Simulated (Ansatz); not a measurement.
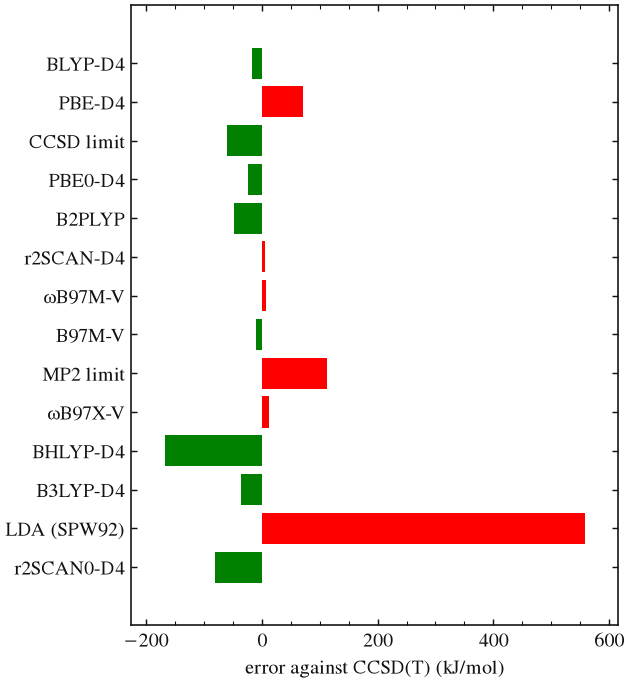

Error in the electronic atomisation energy (method less reference, so positive means overbinding) of CH₃FO₂Si, SMILES FC1O[SiH2]O1: functionals in def2-TZVPP against frozen-core CCSD(T) at the limit (MP2 extrapolated from triple and quadruple zeta, plus CCSD(T) less MP2 in a smaller set), which gives 3166.2 kJ/mol, at a PBE0-D4/def2-TZVP geometry (a minimum by its frequencies), no zero-point or spin-orbit term, the Ansatz code 0.2.0. The reference leaves out core correlation, a term that grows with the number of heavy atoms. B2PLYP holds a correlation term that converges slowly with the basis, so part of the distance to the limit is basis error. No dispersion term is added to B2PLYP. Limit means the basis limit.

Which of these levels overbind, and which underbind?

Answer. Overbind: PBE-D4, MP2 limit and LDA (SPW92). Underbind: CCSD limit, B2PLYP, BHLYP-D4, B3LYP-D4 and r2SCAN0-D4. Within 25 kJ/mol of zero, too close to call in view of what the reference leaves out: BLYP-D4, PBE0-D4, r2SCAN-D4, ωB97M-V, B97M-V and ωB97X-V.

Give the values.

Answer.
```
      level  kJ/mol
    BLYP-D4   −16.7
     PBE-D4    71.8
 CCSD limit   −60.9
    PBE0-D4   −23.7
     B2PLYP   −49.0
  r2SCAN-D4     4.4
    ωB97M-V     6.6
     B97M-V    −9.5
  MP2 limit   112.6
    ωB97X-V    12.2
   BHLYP-D4  −168.4
   B3LYP-D4   −35.5
LDA (SPW92)   558.1
 r2SCAN0-D4   −81.4
```
